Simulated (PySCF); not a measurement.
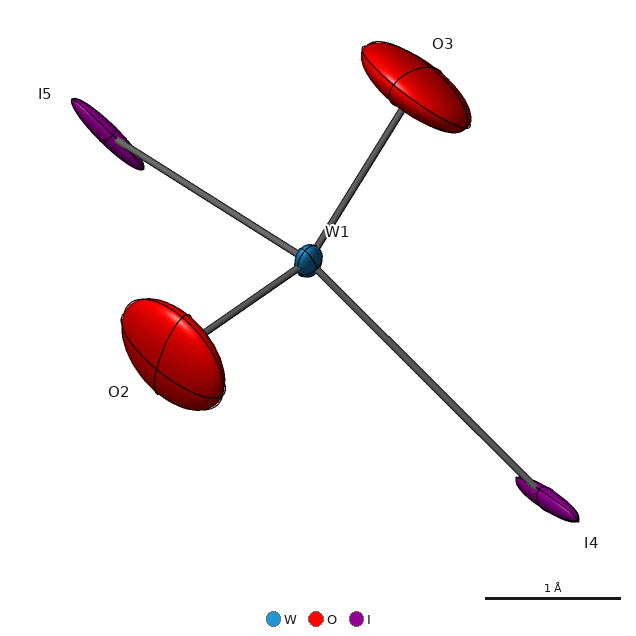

Displacement ellipsoids at the 50 % level, enlarged 3 times, from the internal vibrations of the free molecule (harmonic, no overall translation or rotation; no half-axis is drawn under 0.075 Å). The species is neutral and a spin singlet. Vibrations computed with RKS-based PBE0, W def2-SVP with ECP60, O def2-SVP, I def2-SVP with ECP28; scalar-relativistic core potentials; density fitting (PySCF 2.14.0). Temperature: 298 K.

### Which atom has the largest mean-square displacement?

O2, O3, with U_eq = 0.0085 Å².

Give the displacement parameters, one line for each set of equivalent atoms.

```tsv
atom	U_eq (Å²)	rms amplitudes (Å)
W1	0.0013	0.019, 0.025, 0.055
O2, O3	0.0085	0.040, 0.106, 0.113
I4, I5	0.0026	0.015, 0.029, 0.082
```

The search tried a few shapes and spins; others may lie lower.
